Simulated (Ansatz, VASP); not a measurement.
# Ge in two plane-wave programs

Wanted: the spread between two codes on one cell, functional and k mesh. The cell is a member of a volume series, scaled by 1.04 from a relaxed one, so a pressure remains.

Program: Ansatz 0.2.0. Level of theory: plane waves, with VASP 6.6.1 beside it; zone-centre phonons at LDA. Results are calculated unless marked as measured.

### 1. Starting point

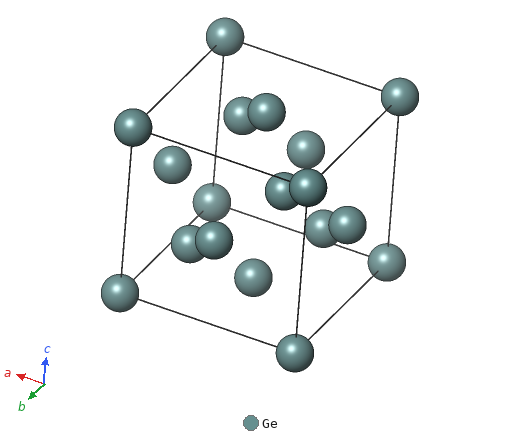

Start, viewed from a free direction; germanium teal. This picture shows the conventional cell, with its axes. Some periodic images of atoms are drawn too.

Coordinates:

```cif
data_structure
_symmetry_space_group_name_H-M 'P 1'
_symmetry_Int_Tables_number 1
_cell_length_a 4.0296
_cell_length_b 4.0296
_cell_length_c 4.0296
_cell_angle_alpha 60.000
_cell_angle_beta 60.000
_cell_angle_gamma 60.000
_cell_volume 46.27
loop_
_atom_site_label
_atom_site_type_symbol
_atom_site_fract_x
_atom_site_fract_y
_atom_site_fract_z
_atom_site_occupancy
Ge1 Ge 0.50000 0.50000 0.50000 1
Ge2 Ge 0.75000 0.75000 0.75000 1
```

### 2. Ansatz: zone-centre phonons, LDA

Ansatz runs on its default PAW (the set named soft_2) files.

Second derivatives magnify differences that forces hide, and they need a tight electronic threshold.

Input file input.yaml:

```yaml
crystal:
  lattice:
    - [0.0, 2.8493421067, 2.8493421067]
    - [2.8493421067, 0.0, 2.8493421067]
    - [2.8493421067, 2.8493421067, 0.0]
  atoms:
    - { symbol: Ge, position: [0.5, 0.5, 0.5] }
    - { symbol: Ge, position: [0.75, 0.75, 0.75] }
hamiltonian:
  xc: lda
  pseudopotentials: { kind: paw }
kpoints:
  mp_grid: { grid: [16, 16, 16] }
scf:
  occupations: { method: gaussian, width: 0.05 }
phonons:
  method: dfpt
  qpoints: [[0, 0, 0]]
```

Run with:

```bash
> ansatz run input.yaml --threads 4 --pin off --max-ram 9216MiB --backend cpu --events-out ev --progress --plain --runs-dir out
```

Numbers of over 12 decimals in the logs are rounded to 6 here.

Output:

```text
zone centre: on kpoints.mp_grid the ground state, and the responses unless they are solved on pairs of k-points, stand on 349 of the mesh's 4096 k-points, reduced under 8 symmetry operations, with k and −k counted as one. Each operation leaves every solved displacement unchanged or reverses it
Engine: ansatz 0.2.0, aarch64-unknown-linux-gnu
Pseudopotentials: kind: paw
Pseudopotential: Ge, paw, valence charge 14, recommended cutoff 420 eV (normal), Ge.paw.azcp
Functional definition: SPW92
  exchange = slater_x
  correlation = pw_c
Crystal: 2 atoms, lattice volume = 46.266 Å³
Basis set: ecut = 420 eV, 893 PW (Γ), exchange–correlation on 64×64×64 points (8 copies of the dense FFT grid, shifted against one another)
Bands: 18, of which v1, the nominal top of the filled ones, is band 14 counted from 1 (13 counted from 0)
Symmetry: 48 space group operations
k-points: 349 of 4096 (irreducible under 8 space group operations, time reversal used)
Non-local potential: Ge, projectors of the file, l = 0: 2, l = 1: 2, l = 2: 3, l = 3: 1
PAW form: soft (Blöchl's): semilocal exchange-correlation on the pseudo side does not see the compensation charge
PAW frozen core: Ge, regenerated for the run's functional, and the local potential with it (the file was generated under x = pbe(κ = 0.804, μ = 0.219515), c = pbe(β = 0.066725))
PAW one-centre angular grid: Ge, 590 points (default); XC on 64 Gauss nodes
Initial density: superposition of atomic densities (neutral atoms: chi_scale 0, normalization atom), corrected by the library's trained network
Initial wavefunctions: pseudopotential atomic-orbital guess
Functional: x = slater, c = lda
SCF iter   1: F=—  HF=-8431.426500 eV  |F-HF|=—  |Δ(HF+E_count)|=         —  Δρ=5.03e-3  dr2=4.91e-3  ethr=1.77e-3  ⟨swp⟩=6.0  Hψ=30171  notcnv=0
preconditioner: auto → none  [insulator: Δε(μ)=0.065 eV  Ē_g=23.367 eV  σ=0.050 eV  W_gap=0.54  n_scr=14 (ndim 8)  ℏωp=28.9 eV  f_vac=0.082  D(μ)=0.09/eV (n_scr^D=0)  ε∞_Penn≈2.5]
SCF iter   2: F=—  HF=-8431.424682 eV  |F-HF|=—  |Δ(HF+E_count)|=   1.82e-3  Δρ=2.58e-3  dr2=1.18e-3  ethr=1.75e-5  ⟨swp⟩=1.2  Hψ=9167  notcnv=0
SCF iter   3: F=—  HF=-8431.424604 eV  |F-HF|=—  |Δ(HF+E_count)|=   7.81e-5  Δρ=4.78e-4  dr2=4.96e-5  ethr=4.22e-6  ⟨swp⟩=2.0  Hψ=9772  notcnv=0
SCF iter   4: F=—  HF=-8431.424530 eV  |F-HF|=—  |Δ(HF+E_count)|=   7.43e-5  Δρ=1.06e-4  dr2=2.76e-6  ethr=1.77e-7  ⟨swp⟩=2.0  Hψ=11157  notcnv=0
SCF iter   5: F=—  HF=-8431.424526 eV  |F-HF|=—  |Δ(HF+E_count)|=   3.73e-6  Δρ=1.41e-5  dr2=5.25e-8  ethr=9.84e-9  ⟨swp⟩=2.0  Hψ=9832  notcnv=0
SCF iter   6: F=—  HF=-8431.424526 eV  |F-HF|=—  |Δ(HF+E_count)|=   2.81e-8  Δρ=3.72e-6  dr2=2.19e-9  ethr=1.87e-10  ⟨swp⟩=2.0  Hψ=11171  notcnv=0
SCF iter   7: F=—  HF=-8431.424526 eV  |F-HF|=—  |Δ(HF+E_count)|=   2.07e-9  Δρ=4.95e-7  dr2=4.89e-11  ethr=7.83e-12  ⟨swp⟩=2.0  Hψ=9774  notcnv=0
SCF iter   8: F=-8431.424526 eV  HF=-8431.424526 eV  |F-HF|=1.82e-12  |Δ(HF+E_count)|=  4.37e-11  Δρ=7.97e-8  dr2=9.98e-13  ethr=1.00e-12  ⟨swp⟩=5.0  Hψ=26919  notcnv=0
SCF 1 converged in 8 iterations: F = -8431.424526 eV  dr2 = 9.98e-13
  greatest PAW one-centre occupation: 0.998 electrons in one spin orbital (limit 2), on the Ge atom at site 1 (counted from 0), in its partial waves of l = 2
DFPT response loops at Γ: preconditioner auto → Kerker (q_TF=auto, 2.509 Å⁻¹) (partly filled bands, converged f_vac=0.065); β = 1.00, the filter's whole step (`scf.mixing.beta` (0.50) is not read by the response loops under this deck's `scf.mixing.preconditioner`; to damp them name `kerker` or `kerker_dos`, under which they read `scf.mixing.beta`, and type it under 1.00, their step now; both keys bind the ground state too); Broyden in place of MSR1
SCF converged after 8 iterations
Free energy (F): -8431.424526 eV
Harris-Foulkes:  -8431.424526 eV  (|F-HF|=1.82e-12)
Internal energy: -8431.424418 eV  (E = F + TS)
E sigma→0 (E₀):  -8431.424472 eV
Entropy (-TS):   -0.000108 eV (-0.054 meV/atom)
Fermi energy:    7.947734 eV
--- Per-component energies (eV) ---
  E_band       = -316.784132
  E_kinetic    = 223.422253
  E_local      = -4982.499319  (includes V_loc(G=0)·N_el)
  E_nonlocal   = 842.755918
  E_hartree    = 2181.537863
  E_xc         = -150.287237
  E_vxc        = -130.095614  (∫ρ·V_xc dr)
  E_paw        = -3882.305341  (= ΣΔE_a)
  E_vpaw       = -633.443574  (= ΣTr[D̂ρ^β])
  E_aug_tail   = 0.000553  (compensation charges beyond the density's cutoff)
  E_ewald      = -2667.865760
  E_core_change = 3.816652  (= ΣΔE_core)
  E_smearing   = -0.000108  (= −TS)
  E_closure    = -0.000000  (closes the sum)
  Σ components = -8431.424526   (vs F -8431.424526, Δ=0.00e0)
--- Band table (eV; the first three rows and the last of 349) ---
  k-point 0: bands = [... 10 lower, -4.6782, 7.5936, 7.9774, 7.9774, 7.9774, 10.4948, 10.4948, 10.4948]
  k-point 1: bands = [... 10 lower, -4.6315, 6.6772, 7.8820, 7.8820, 8.5842, 10.6217, 10.6217, 10.6756]
  k-point 2: bands = [... 10 lower, -4.4922, 5.5081, 7.6519, 7.6519, 8.7974, 10.9303, 10.9303, 11.3242]
  k-point 348: bands = [... 10 lower, -0.7937, -0.7937, 4.1626, 4.1626, 12.1278, 12.1278, 12.6098, 12.6098]
--- Phonons (Γ-DFPT): 1 representative perturbation + reference, on 349 of 4096 k-points (Σ response iterations 3) ---
  k mesh reduced under 8 symmetry operations, with k and −k counted as one. Each operation leaves every solved displacement unchanged or reverses it
  ASR residual: 3.461e-5 → 0.000e0 eV/Å²; symmetrization residual: 1.133e-12 eV/Å²
  ASR residual per site (eV/Å²): 3.46e-5 3.46e-5
  Γ frequencies (cm⁻¹): 0.00 0.00 0.00 273.91 273.91 273.91
  non-analytic LO–TO correction: not included (Born effective charges unavailable; polar crystals: no LO–TO splitting at Γ)
--- Phonons (arbitrary-q DFPT): 1 explicit q-point ---
  q = [0, 0, 0] (of the zone-centre solve; hermiticity 6.22e-14, symmetrization 1.13e-13): 0.00 0.00 0.00 273.91 273.91 273.91
  sum rule: each row above includes the acoustic sum rule's correction from the zone centre's row sums; it moved no ω² by more than (0.36 cm⁻¹)²
```

The job ended after 26 s (4 threads of Arm Neoverse N1, shared host; peak memory 1.1 GiB; 96 s of CPU time).

### 3. VASP: zone-centre phonons, LDA

The same cell, functional (in two slightly different forms), mesh and smearing now go to VASP, with its own data sets and cutoff.

Lines of VASP's logs that name or quote its potential files are left out, and so is its time.

Input file INCAR:

```
SYSTEM = Ge
PREC = Accurate
ENCUT = 500
EDIFF = 1E-08
NELM = 100
ISMEAR = 0
SIGMA = 0.05
LREAL = .FALSE.
ALGO = Normal
GGA = CA
NBANDS = 20
LORBIT = 11
LWAVE = .FALSE.
LCHARG = .FALSE.
KPAR = 4
IBRION = 8
ISIF = 2
```

Input file POSCAR:

```
Ge
1.0
    0.0000000000      2.8493421067      2.8493421067
    2.8493421067      0.0000000000      2.8493421067
    2.8493421067      2.8493421067      0.0000000000
Ge
2
Direct
    0.5000000000      0.5000000000      0.5000000000
    0.7500000000      0.7500000000      0.7500000000
```

Input file KPOINTS:

```
Automatic mesh
0
Gamma
16 16 16
0 0 0
```

PAW data sets: Ge_d (LDA family, release 64).

Run with:

```bash
> mpirun -np 4 vasp_std
```

Output:

```text
[banner, memory and clock lines left out]
running    4 mpi-ranks, on    1 nodes
 distrk:  each k-point on    1 cores,    4 groups
 distr:  one band on    1 cores,    1 groups

 POSCAR found type information on POSCAR Ge
 POSCAR found :  1 types and       2 ions
 LDA part: xc-table for (Slater(with rela. corr.)+CA(PZ))
 , standard interpolation
 POSCAR, INCAR and KPOINTS ok, starting setup
 FFT: planning ... GRIDC
 FFT: planning ... GRID_SOFT
 FFT: planning ... GRID
 WAVECAR not read
 entering main loop
       N       E                     dE             d eps       ncg     rms          rms(c)
DAV:   1     0.181943801971E+03    0.18194E+03   -0.14807E+04  6184   0.366E+03
DAV:   2     0.148314966607E+02   -0.16711E+03   -0.16269E+03  5824   0.573E+02
DAV:   3    -0.974863527496E+01   -0.24580E+02   -0.24368E+02  6552   0.144E+02
DAV:   4    -0.105293180908E+02   -0.78068E+00   -0.78017E+00  6448   0.299E+01
DAV:   5    -0.105423311862E+02   -0.13013E-01   -0.13013E-01  6492   0.420E+00    0.318E+00
DAV:   6    -0.104328059454E+02    0.10953E+00   -0.35643E-02  6416   0.172E+00    0.182E+00
DAV:   7    -0.103771448192E+02    0.55661E-01   -0.71467E-02  6112   0.205E+00    0.137E-01
DAV:   8    -0.103777905952E+02   -0.64578E-03   -0.53435E-03  6540   0.876E-01    0.487E-02
DAV:   9    -0.103778395300E+02   -0.48935E-04   -0.83908E-05  6560   0.960E-02    0.125E-02
DAV:  10    -0.103778363313E+02    0.31987E-05   -0.89764E-06  7864   0.428E-02    0.396E-03
DAV:  11    -0.103778363212E+02    0.10104E-07   -0.86914E-07  6244   0.816E-03    0.174E-03
DAV:  12    -0.103778363235E+02   -0.22983E-08   -0.54645E-08  6424   0.266E-03
   1 F= -.10377836E+02 E0= -.10377795E+02  d E =-.822704E-04
 Linear response reoptimize wavefunctions to high precision
DAV:   1    -0.103778363233E+02    0.17280E-09   -0.36365E-09  5232   0.668E-04
DAV:   2    -0.103778363234E+02   -0.40018E-10   -0.45438E-10  3648   0.243E-04
 Linear response DOF=           1
 Linear response progress:
  Degree of freedom:   1/  1
       N       E                     dE             d eps       ncg     rms          rms(c)
RMM:   1    -0.188322032114E+00   -0.18832E+00    0.83504E+00 30463   0.444E+01
RMM:   2    -0.195737569245E+00   -0.74155E-02   -0.13095E-02 40377   0.107E+00    0.720E-02
RMM:   3    -0.195779141423E+00   -0.41572E-04   -0.92313E-04 42516   0.313E-01    0.413E-02
RMM:   4    -0.195715135086E+00    0.64006E-04   -0.70711E-05 45271   0.813E-02    0.463E-03
RMM:   5    -0.195719338045E+00   -0.42030E-05   -0.18556E-06 43942   0.193E-02    0.222E-03
RMM:   6    -0.195729526354E+00   -0.10188E-04   -0.52294E-07 44331   0.525E-03    0.316E-04
RMM:   7    -0.195728795582E+00    0.73077E-06   -0.33492E-08 45760   0.184E-03    0.203E-04
RMM:   8    -0.195728395691E+00    0.39989E-06   -0.86701E-08 46293   0.694E-04    0.418E-05
RMM:   9    -0.195728281775E+00    0.11392E-06   -0.15063E-08 46390   0.354E-04    0.165E-05
RMM:  10    -0.195728309244E+00   -0.27469E-07   -0.45903E-08 47008   0.211E-04    0.567E-06
RMM:  11    -0.195728421305E+00   -0.11206E-06   -0.56751E-08 48792   0.155E-04    0.277E-06
RMM:  12    -0.195728412136E+00    0.91698E-08   -0.35396E-08 55801   0.129E-04    0.178E-06
 first order change of Fermi-energy   0.67900E-04
 force on displaced ion       1 direction 1 : -10.158   0.000   0.000
 Linear response finished
```

From OUTCAR (step 3):

```text
ion  position               nearest neighbor table
   1  0.500  0.500  0.500-   2 2.47   2 2.47   2 2.47   2 2.47
   2  0.750  0.750  0.750-   1 2.47   1 2.47   1 2.47   1 2.47

  LATTYP: Found a face centered cubic cell.
 ALAT       =     5.6986842134

 Subroutine GETGRP returns: Found 48 space group operations
 (whereof 24 operations were pure point group operations)

The static configuration has the point symmetry T_d .
 The point group associated with its full space group is O_h .

 Found    145 irreducible k-points:

   k-points           NKPTS =    145   k-points in BZ     NKDIM =    145   number of bands    NBANDS=     20

   dimension x,y,z NGX =    30 NGY =   30 NGZ =   30
   dimension x,y,z NGXF=    60 NGYF=   60 NGZF=   60

   ENCUT  =  500.0 eV  36.75 Ry    6.06 a.u.   7.35  7.35  7.35*2*pi/ulx,y,z

   NELECT =      28.0000    total number of electrons

 k-points in reciprocal lattice and weights: Automatic mesh
   0.00000000  0.00000000  0.00000000       0.000
   0.06250000  0.00000000  0.00000000       0.002
   0.12500000  0.00000000  0.00000000       0.002
   0.18750000  0.00000000  0.00000000       0.002
   0.25000000  0.00000000  0.00000000       0.002
   0.31250000  0.00000000  0.00000000       0.002
   0.37500000  0.00000000  0.00000000       0.002
   0.43750000  0.00000000  0.00000000       0.002
   0.50000000  0.00000000  0.00000000       0.001
[...]
-0.31250000  0.50000000  0.18750000       0.003
  -0.25000000  0.50000000  0.25000000       0.001

 average (electrostatic) potential at core
       1 -75.5969       2 -75.5969

  Total       -0.7581240     -0.7581240     -0.7581240      0.0000000      0.0000000      0.0000000
  in kB      -26.2534895    -26.2534895    -26.2534895      0.0000000      0.0000000      0.0000000
  external PRESSURE =     -26.2534895 kB  Pullay stress =       0.0000000 kB

  energy-cutoff  :      500.00
  volume of cell :       46.27
      direct lattice vectors                 reciprocal lattice vectors
     0.000000000  2.849342107  2.849342107    -0.175479104  0.175479104  0.175479104
     2.849342107  0.000000000  2.849342107     0.175479104 -0.175479104  0.175479104
     2.849342107  2.849342107  0.000000000     0.175479104  0.175479104 -0.175479104

 POSITION                                       TOTAL-FORCE (eV/Angst)
 -----------------------------------------------------------------------------------
      2.84934      2.84934      2.84934        -0.000000     -0.000000     -0.000000
      4.27401      4.27401      4.27401         0.000000      0.000000      0.000000
 -----------------------------------------------------------------------------------
    total drift:                                0.000000     -0.000000     -0.000000

 Eigenvectors and eigenvalues of the dynamical matrix
 ----------------------------------------------------

   1 f  =    8.269159 THz    51.956659 2PiTHz  275.829456 cm-1    34.198479 meV
             X         Y         Z           dx          dy          dz
      2.849342  2.849342  2.849342     0.000000   -0.707107    0.000000
      4.274013  4.274013  4.274013     0.000000    0.707107    0.000000

   2 f  =    8.269159 THz    51.956659 2PiTHz  275.829456 cm-1    34.198479 meV
             X         Y         Z           dx          dy          dz
      2.849342  2.849342  2.849342    -0.707107    0.000000    0.000000
      4.274013  4.274013  4.274013     0.707107    0.000000    0.000000

   3 f  =    8.269159 THz    51.956659 2PiTHz  275.829456 cm-1    34.198479 meV
             X         Y         Z           dx          dy          dz
      2.849342  2.849342  2.849342     0.000000    0.000000   -0.707107
      4.274013  4.274013  4.274013     0.000000    0.000000    0.707107

   4 f  =    0.000000 THz     0.000000 2PiTHz    0.000000 cm-1     0.000000 meV
             X         Y         Z           dx          dy          dz
      2.849342  2.849342  2.849342     0.707107    0.000000    0.000000
      4.274013  4.274013  4.274013     0.707107    0.000000    0.000000

   5 f  =    0.000000 THz     0.000000 2PiTHz    0.000000 cm-1     0.000000 meV
             X         Y         Z           dx          dy          dz
      2.849342  2.849342  2.849342     0.000000    0.707107    0.000000
      4.274013  4.274013  4.274013     0.000000    0.707107    0.000000

   6 f  =    0.000000 THz     0.000000 2PiTHz    0.000000 cm-1     0.000000 meV
             X         Y         Z           dx          dy          dz
      2.849342  2.849342  2.849342     0.000000    0.000000    0.707107
      4.274013  4.274013  4.274013     0.000000    0.000000    0.707107

 ELASTIC MODULI CONTR FROM IONIC RELAXATION (kBar)
 Direction    XX          YY          ZZ          XY          YZ          ZX
 --------------------------------------------------------------------------------
 XX          -0.0000      0.0000      0.0000      0.0000      0.0000      0.0000
 YY           0.0000     -0.0000      0.0000      0.0000      0.0000      0.0000
 ZZ           0.0000      0.0000     -0.0000      0.0000      0.0000      0.0000
 XY           0.0000      0.0000      0.0000   -168.6644      0.0000      0.0000
 YZ           0.0000      0.0000      0.0000      0.0000   -168.6644      0.0000
 ZX           0.0000      0.0000      0.0000      0.0000      0.0000   -168.6644
 --------------------------------------------------------------------------------
```

### 4. Side by side

Known differences besides the PAW data sets themselves: the two LDA forms differ slightly; the cutoff is 420 eV in Ansatz and 500 eV in VASP; Ansatz makes its cores anew for this functional, VASP keeps those of its LDA data sets. Total energies have different zeros and are not compared.

Both answers:

```
          quantity  Ansatz   VASP  difference
mode 4 to 6 (cm⁻¹)   273.9  275.8     -0.70 %
```

### 5. Outcome

| Quantity | Value |
| --- | --- |
| difference in mode 4 to 6 (zone-centre phonons, LDA, volume scaled by 1.04) | -0.70 % |

**Reading.** The difference in mode 4 to 6 is -0.70 % (zone-centre phonons, LDA), within the 3 % picked in this series as the mark of a large difference. 1 further run on this material is not shown. Differences of this kind measure data sets and numerical settings, not the functional's error against experiment.

[Lines on the potential files, build, host, timing and source positions are cut from VASP's logs without a mark.]

[Logs are printed without paths, hosts, clocks, repeated set-up lines and the standing remarks that a program may print on its own settings, such as how far it seeks lower states.]

[Hosts, paths, dates, database ids (printed as entryN), source tags and the programs' standing remarks are cut or masked in the printed files.]
